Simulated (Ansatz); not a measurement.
Cell of SnSe2 on PtSe2 (PtSe2 octahedral (1T); SnSe2 octahedral (1T); the planes next to the gap being Se below and Se above; facing Se atop Se, which symmetry holds and which is mostly a maximum against sliding; layers strained to one cell), with its geometry taken from a PBE+D3(BJ) run:

```yaml
crystal:
  lattice:
    - [3.70673, 0.00000, 0.00000]
    - [-1.85337, 3.21013, 0.00000]
    - [0.00000, 0.00000, 26.90000]
  atoms:
    - { symbol: Se, position: [0.66667, 0.33333, 0.32508] }
    - { symbol: Pt, position: [0.00000, 0.00000, 0.37432] }
    - { symbol: Se, position: [0.33333, 0.66667, 0.42341] }
    - { symbol: Se, position: [0.33333, 0.66667, 0.55426] }
    - { symbol: Sn, position: [0.00000, 0.00000, 0.61538] }
    - { symbol: Se, position: [0.66667, 0.33333, 0.67632] }
```

All values below come from r2SCAN (plane waves to 500 eV, PAW; Ansatz, a first-principles code). No spin–orbit coupling. Its k-point mesh 9×9×1, Fermi–Dirac width 0.01 eV. A dipole correction is on.

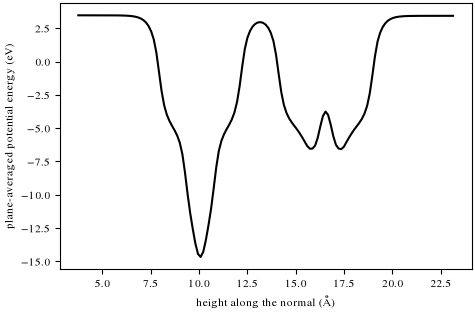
Smooth (PAW) electrostatic potential energy of an electron, averaged over planes, about its mean

The curve spans 18.1 eV over the stretch drawn.
